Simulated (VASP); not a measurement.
Band structure of Pb (space group Fm-3m). Calculation: PBE GGA, VASP's PBE PAW potentials (set 64) (plane waves; VASP).

Unless said otherwise, spin-orbit coupling is left out, though it shifts the bands of the heavy elements here.

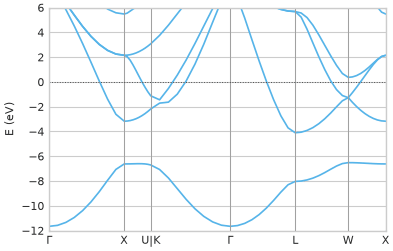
Figure: Bands along high-symmetry lines, zero at the valence-band maximum or, without a gap, the Fermi level

**Question.** Read the plot: is there a gap, and where are the band edges?

**Answer.** It has no gap at this level: it comes out as a metal or semimetal.

The structure is a typed Pb crystal (Fm-3m). The cell was not relaxed at this level.
